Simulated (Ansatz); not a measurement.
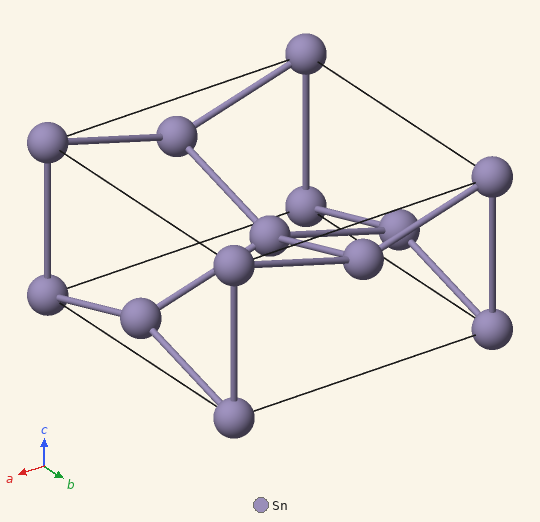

Sn, space group I4_1/amd:1 (No. 141), a = 5.880 Å, b = 5.880 Å, c = 3.199 Å, α = 90.00°, β = 90.00°, γ = 90.00°

```
site  Wyckoff       x       y       z
  Sn       4a  0.0000  0.5000  0.2500
```

The structure is the input geometry of an electronic-structure calculation and need not be at equilibrium.

How is the cell volume shared among the sites in a plain Voronoi partition?

Answer.
```
site  faces above 1 % of the sphere  volume (Å³)  solid angle by neighbour (%)
  Sn                             10        27.65                        Sn 100
```

Weighted by multiplicity the volumes add up to the cell volume, 110.6 Å³.

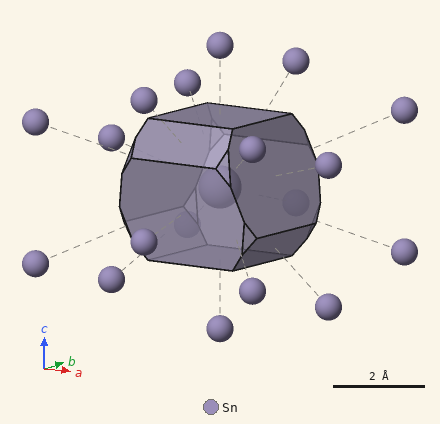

The computed Voronoi cell of Sn, with the neighbours that bound it.
